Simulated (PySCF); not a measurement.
**singlet SiH2O2F−: levels of theory compared**

Aim: a comparison of 6 runs (B3LYP/aug-cc-pVDZ, BHLYP/aug-cc-pVDZ, BLYP/aug-cc-pVDZ, CAM-B3LYP/aug-cc-pVDZ, PBE0/aug-cc-pVDZ, SVWN5/aug-cc-pVDZ) of singlet SiH2O2F−. 

Program for the calculation: PySCF 2.14.0.

2 further runs of the same task are left out: 2 set aside as unsound or not needed.

### 1 The system as given

SiH2O2F− has 6 atoms, charge -1, and is taken as a singlet. SMILES of the parent species: `O[Si](O)F`. Geometry: relaxed at PBE0-D4/def2-TZVP. This is one conformer, not always the lowest. That shape belongs to the parent species and isn't relaxed for this state.

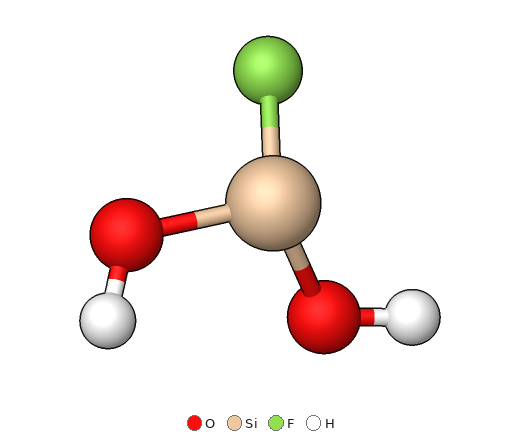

The structure, seen from a chosen angle (oxygen red, silicon light orange, fluorine green, hydrogen white).

### 2 The energy at B3LYP/aug-cc-pVDZ (run 1)

The input, input.py:

```python
from pyscf import gto, dft

mol = gto.Mole()
mol.atom = '''
O   -0.887300   1.032000  -0.626300
Si   0.382900   0.026200  -0.446500
O    0.346300  -0.560700   1.083400
F    0.159400  -1.133900  -1.516300
H   -1.051600   1.658800   0.081100
H    1.092300  -1.086600   1.378500
'''
mol.basis = 'aug-cc-pvdz'
mol.max_memory = 1860
mol.spin = 0
mol.charge = -1
mol.verbose = 4
mol.build()

ks = dft.RKS(mol)
ks.xc = 'b3lyp'
ks.grids.level = 5
ks.conv_tol = 1e-10
ks.kernel()
if not ks.converged:
    ks = ks.newton().run(ks.mo_coeff, ks.mo_occ)

e_tot = ks.e_tot
print('E = %.10f Eh' % e_tot)
```

Run with:

```bash
$ OMP_NUM_THREADS=1 python input.py
```

What it wrote:

```text
PySCF version 2.14.0

[... 78 lines left out ...]
converged SCF energy = -541.172918473311
E = -541.1729184733 Eh
```

Run time: 28 s. Hardware: 1 thread of Intel Xeon at 2.70GHz, shared host; peak memory 0.61 GiB.

### 3 A single-point energy at BHLYP/aug-cc-pVDZ (run 2)

The input, job.py:

```python
from pyscf import gto, dft

molecule = gto.Mole()
molecule.atom = '''
O       -0.887300       1.032000      -0.626300
Si       0.382900       0.026200      -0.446500
O        0.346300      -0.560700       1.083400
F        0.159400      -1.133900      -1.516300
H       -1.051600       1.658800       0.081100
H        1.092300      -1.086600       1.378500
'''
molecule.basis = 'aug-cc-pvdz'
molecule.max_memory = 1860
molecule.spin = 0
molecule.verbose = 3
molecule.charge = -1
molecule.build()

myscf = dft.RKS(molecule)
myscf.xc = 'bhandhlyp'
myscf.grids.level = 5
myscf.conv_tol = 1e-10
myscf.kernel()
if not myscf.converged:
    myscf = myscf.newton().run(myscf.mo_coeff, myscf.mo_occ)

energy = myscf.e_tot
print('E = %.10f Eh' % energy)
```

Run with:

```bash
$ OMP_NUM_THREADS=1 python job.py
```

What it wrote:

```text
converged SCF energy = -541.040881248167
E = -541.0408812482 Eh
```

It took 26 s on 1 thread of Intel Xeon at 2.70GHz, shared host; peak memory 0.61 GiB.

Runs 3 to 5 aren't shown in full; the table further down has their settings and results.

### 4 The energy at SVWN5/aug-cc-pVDZ (run 6)

The input, job.py:

```python
from pyscf import gto, dft

mol = gto.M(
    atom='''
O   -0.887300   1.032000  -0.626300
Si   0.382900   0.026200  -0.446500
O    0.346300  -0.560700   1.083400
F    0.159400  -1.133900  -1.516300
H   -1.051600   1.658800   0.081100
H    1.092300  -1.086600   1.378500
''',
    basis='aug-cc-pvdz',
    verbose=3,
    max_memory=1860,
    charge=-1,
    spin=0,
)

ks = dft.RKS(mol, xc='svwn')
ks.grids.level = 5
ks.conv_tol = 1e-10
ks.kernel()
if not ks.converged:
    ks = ks.newton().run(ks.mo_coeff, ks.mo_occ)

energy = ks.e_tot
print(f'total energy: {energy:.8f} hartree')
```

Run with:

```bash
$ OMP_NUM_THREADS=1 python job.py
```

What it wrote:

```text
converged SCF energy = -538.299137464494
total energy: -538.29913746 hartree
```

Wall time 13 s (1 thread of Intel Xeon at 2.70GHz, shared host); peak memory 0.42 GiB.

### 5 All runs side by side

```csv
run,level,energy (Eh),HOMO energy (eV),LUMO energy (eV),HOMO–LUMO gap (eV),wall time
1,B3LYP/aug-cc-pVDZ,-541.172918,0.68,2.95,2.27,28 s
2,BHLYP/aug-cc-pVDZ,-541.040881,-0.03,3.47,3.50,26 s
3,BLYP/aug-cc-pVDZ,-541.119522,1.30,2.70,1.40,27 s
4,CAM-B3LYP/aug-cc-pVDZ,-541.092207,-0.43,3.59,4.02,45 s
5,PBE0/aug-cc-pVDZ,-540.773860,0.65,3.13,2.48,25 s
6,SVWN5/aug-cc-pVDZ,-538.299137,1.12,2.60,1.47,13 s
```

### 6 Results

| quantity | value |
| --- | --- |
| run 6: total energy | -538.29914 Eh |
| run 6: HOMO energy | 1.12 eV |
| run 6: LUMO energy | 2.60 eV |
| run 6: HOMO–LUMO gap (to an unbound level, set by the basis) | 1.47 eV |

What this shows: The HOMO–LUMO gap runs from 1.40 eV (BLYP/aug-cc-pVDZ) to 4.02 eV (CAM-B3LYP/aug-cc-pVDZ). The empty levels of an anion lie above zero and hang on the basis. Totals of different functionals can't be ranked against each other. In runs 1, 3, 5, 6 the HOMO lies above zero, so the outermost electron may be held by the basis alone. All runs together took 2.8 min, the longest 45 s.
